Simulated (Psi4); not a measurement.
# NSF3 (thiazyl trifluoride): TPSS/def2-SVPD

What is the vertical singlet–triplet gap of NSF3 (thiazyl trifluoride) at TPSS/def2-SVPD? 

The results are computed with Psi4 1.11.

18 further runs of the same task are left out: 18 that didn't finish. Runs told in other sessions of the task aren't counted.

## (1) Starting point

NSF3: 5 atoms, total charge 0, spin state singlet. SMILES: `N#S(F)(F)F`. The coordinates come from a PBE0-D4/def2-TZVP relaxation.

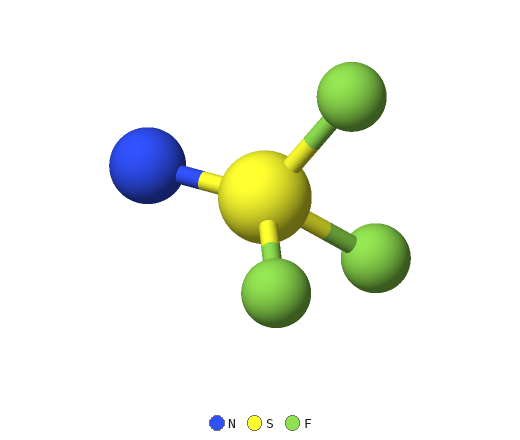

The structure, seen from a chosen angle (nitrogen blue, sulfur yellow, fluorine green).

## (2) Energy and forces at TPSS/def2-SVPD

The input, f3ns.xyz:

```xyz
5
F3NS
N     -0.349630    -0.004150     1.591380
S     -0.047340    -0.000560     0.215490
F      1.023370    -0.939300    -0.408980
F     -1.108620    -0.317610    -0.875740
F      0.482210     1.261610    -0.522150
```

The input, f3ns.py:

```python
import psi4

psi4.set_memory('2200 MB')
psi4.set_num_threads(1)
psi4.set_output_file('f3ns.out', False)

with open('f3ns.xyz') as f:
    atoms = ''.join(f.readlines()[2:])
mol = psi4.geometry('0 1\n' + atoms + 'symmetry c1\nno_reorient\nno_com')

psi4.set_options({
    'basis': 'def2-SVPD',
    'puream': True,
    'e_convergence': 1e-09,
    'd_convergence': 1e-08,
    'scf_type': 'pk',
    'dft_radial_points': 99,
    'dft_spherical_points': 590,
})

E = psi4.gradient("tpss", molecule=mol)
print('gradient / Eh bohr^-1')
print(E.np.round(6))
for k, v in sorted(psi4.core.scalar_variables().items()):
    print(f'{k:45s} {v:18.10f}')
```

Launch:

```bash
python f3ns.py
```

f3ns.out:

```text
[...]
  Running in c1 symmetry.
[...]
  Nuclear repulsion =  284.226728899419868
[...]
  Multiplicity = 1
[...]
  Nalpha       = 25
  Nbeta        = 25
[...]
    Number of basis functions: 116
[...]
   @RKS iter   1:  -751.59756512821468    8.39862e-01   8.43979e-03 DIIS/ADIIS
[...]
   @RKS iter  12:  -752.00236823099306   -4.39968e-11   7.66473e-09 DIIS
[...]
    Orbital Energies [Eh]
    ---------------------
    Doubly Occupied:
       1A    -88.660601     2A    -24.519256     3A    -24.519174
       4A    -24.519170     5A    -14.149035     6A     -8.023507
       7A     -6.008469     8A     -6.008469     9A     -6.007562
      10A     -1.285352    11A     -1.195862    12A     -1.195860
      13A     -0.913747    14A     -0.690676    15A     -0.596902
      16A     -0.596900    17A     -0.508609    18A     -0.488816
      19A     -0.488815    20A     -0.443778    21A     -0.443775
      22A     -0.426906    23A     -0.366174    24A     -0.310188
      25A     -0.310187
[...]
  @RKS Final Energy:  -752.00236823099306
   => Energetics <=
    Nuclear Repulsion Energy =            284.2267288994198680
    One-Electron Energy =               -1603.4090886627354848
    Two-Electron Energy =                 631.2199616557405761
    DFT Exchange-Correlation Energy =     -64.0399701234180014
    Empirical Dispersion Energy =           0.0000000000000000
    VV10 Nonlocal Energy =                  0.0000000000000000
    Total Energy =                       -752.0023682309930564
[...]
 Multipole Moments:
 ------------------------------------------------------------------------------------
     Multipole            Electronic (a.u.)      Nuclear  (a.u.)        Total (a.u.)
 ------------------------------------------------------------------------------------
 L = 1.  Multiply by 2.5417464519 to convert [e a0] to [Debye]
 Dipole X            :         -0.5390147            0.6950224            0.1560077
 Dipole Y            :         -0.0062650            0.0081069            0.0018420
 Dipole Z            :          2.4539299           -3.1640251           -0.7100953
 Magnitude           :                                                    0.7270331
[...]
  -Total Gradient:
     Atom            X                  Y                   Z
    ------   -----------------  -----------------  -----------------
       1        0.011768050784     0.000139002245    -0.053568454759
       2        0.006462076079     0.000080682348    -0.029431783439
       3       -0.034975649725     0.030450782003     0.021395452088
       4        0.034175723076     0.010267531170     0.036552572003
       5       -0.017434882727    -0.040966821998     0.025068626687
[...]
```

The script printed:

```text
gradient / Eh bohr^-1
[[ 1.1768e-02  1.3900e-04 -5.3568e-02]
 [ 6.4620e-03  8.1000e-05 -2.9432e-02]
 [-3.4976e-02  3.0451e-02  2.1395e-02]
 [ 3.4176e-02  1.0268e-02  3.6553e-02]
 [-1.7435e-02 -4.0967e-02  2.5069e-02]]
CURRENT ENERGY                                   -752.0023682310
CURRENT REFERENCE ENERGY                         -752.0023682310
DD SOLVATION ENERGY                                 0.0000000000
DFT FUNCTIONAL TOTAL ENERGY                      -752.0023682310
DFT TOTAL ENERGY                                 -752.0023682310
DFT VV10 ENERGY                                     0.0000000000
DFT XC ENERGY                                     -64.0399701234
GRID ELECTRONS ALPHA                               25.0000006210
GRID ELECTRONS BETA                                25.0000006210
GRID ELECTRONS TOTAL                               50.0000012419
NUCLEAR REPULSION ENERGY                          284.2267288994
ONE-ELECTRON ENERGY                             -1603.4090886627
PCM POLARIZATION ENERGY                             0.0000000000
PE ENERGY                                           0.0000000000
SCF ITERATION ENERGY                             -752.0023682310
SCF ITERATIONS                                     12.0000000000
SCF TOTAL ENERGY                                 -752.0023682310
TWO-ELECTRON ENERGY                               631.2199616557
XC GRID RADIAL POINTS                              99.0000000000
XC GRID SPHERICAL POINTS                          590.0000000000
XC GRID TOTAL POINTS                           283178.0000000000
```

Wall time 36 s (1 thread of Intel Xeon 6975P-C (Granite Rapids), shared host); peak memory 0.74 GiB.

## (3) The triplet: a single-point energy at UTPSS/def2-SVPD

The input, input.in:

```
memory 2200 mb

molecule system {
  0 3
  N     -0.66070494    -0.00784236     3.00727236
  S     -0.08945963    -0.00105825     0.40721708
  F      1.93388902    -1.77501975    -0.77286019
  F     -2.09498818    -0.60019591    -1.65490876
  F      0.91124483     2.38409738    -0.98672050
  units au
  symmetry c1
  no_reorient
  no_com
}

set {
  basis def2-SVPD
  reference uks
  puream true
  e_convergence 1e-09
  d_convergence 1e-08
  scf_type pk
  dft_radial_points 99
  dft_spherical_points 590
  maxiter 100
}

e_tot, wfn = energy("tpss", return_wfn=True)
oeprop(wfn, "MULLIKEN_CHARGES", "LOWDIN_CHARGES", "QUADRUPOLE")
```

Launch:

```bash
psi4 -n 1 input.in input.out
```

input.out:

```text
[...]
  Running in c1 symmetry.
[...]
  Nuclear repulsion =  284.226728961951039
[...]
  Multiplicity = 3
[...]
  Nalpha       = 26
  Nbeta        = 24
[...]
    Number of basis functions: 116
[...]
   @UKS iter   1:  -751.56044678948183    8.76980e-01   6.43887e-03 ADIIS/DIIS
[...]
   @UKS iter  60:  -751.78919338114224   -5.61613e-11   3.71362e-09 DIIS
[...]
   @S^2 Observed:                2.002918218E+00
[...]
  @UKS Final Energy:  -751.78919338114224
   => Energetics <=
    Nuclear Repulsion Energy =            284.2267289619510393
    One-Electron Energy =               -1603.4534695546799412
    Two-Electron Energy =                 631.5256344765114136
    DFT Exchange-Correlation Energy =     -64.0880872649247948
    Empirical Dispersion Energy =           0.0000000000000000
    VV10 Nonlocal Energy =                  0.0000000000000000
    Total Energy =                       -751.7891933811422405
  UHF NO Occupations:
  HONO-2 :   24  A 1.9994197
  HONO-1 :   25  A 1.0000000
[...]
 Multipole Moments:
 ------------------------------------------------------------------------------------
     Multipole            Electronic (a.u.)      Nuclear  (a.u.)        Total (a.u.)
 ------------------------------------------------------------------------------------
 L = 1.  Multiply by 2.5417464519 to convert [e a0] to [Debye]
 Dipole X            :         -0.6999204            0.6950224           -0.0048980
 Dipole Y            :         -0.0567193            0.0081070           -0.0486123
 Dipole Z            :          3.1223721           -3.1640252           -0.0416532
 Magnitude           :                                                    0.0642039
 L = 2.  Multiply by 1.3450342976 to convert [e a0^2] to [Debye ang]
 Quadrupole XX       :       -108.9610871           83.8171897          -25.1438974
 Quadrupole XY       :         -0.3089842            0.0126620           -0.2963222
[...]
  Mulliken Charges: (a.u.)
   Center  Symbol    Alpha    Beta     Spin     Total
       1     N     3.99289  3.15448  0.83841 -0.14737
       2     S     8.03837  6.94482  1.09354  1.01681
       3     F     4.65972  4.62121  0.03851 -0.28093
       4     F     4.65969  4.62134  0.03835 -0.28104
       5     F     4.64933  4.65814 -0.00882 -0.30747
   Total alpha = 26.00000, Total beta = 24.00000, Total charge = -0.00000
  Lowdin Charges: (a.u.)
   Center  Symbol    Alpha    Beta     Spin     Total
       1     N     3.99955  3.14487  0.85468 -0.14442
[...]
```

Wall time 3.4 min (1 thread of Intel Xeon 6975P-C (Granite Rapids), shared host); peak memory 0.75 GiB.

## (4) What came out

Level: TPSS/def2-SVPD.

| quantity | value |
| --- | --- |
| singlet: total energy | -752.00237 Eh |
| singlet: dipole moment | 1.85 D |
| singlet: HOMO energy | -8.44 eV |
| singlet: LUMO energy | -2.40 eV |
| singlet: HOMO–LUMO gap | 6.04 eV |
| singlet: largest force on an atom | 2.820 eV/Å |
| triplet: total energy | -751.78919 Eh |
| triplet: dipole moment | 0.16 D |
| triplet: HOMO energy (highest over α and β) | -2.95 eV |
| triplet: ⟨S²⟩ | 2.003 |
| vertical energy of the triplet above the singlet | 5.801 eV |

At this shape the triplet lies 5.80 eV (560 kJ/mol) above the singlet. The largest force (singlet) is 2.82 eV/Å: the shape isn't a stationary point for this species at this level.
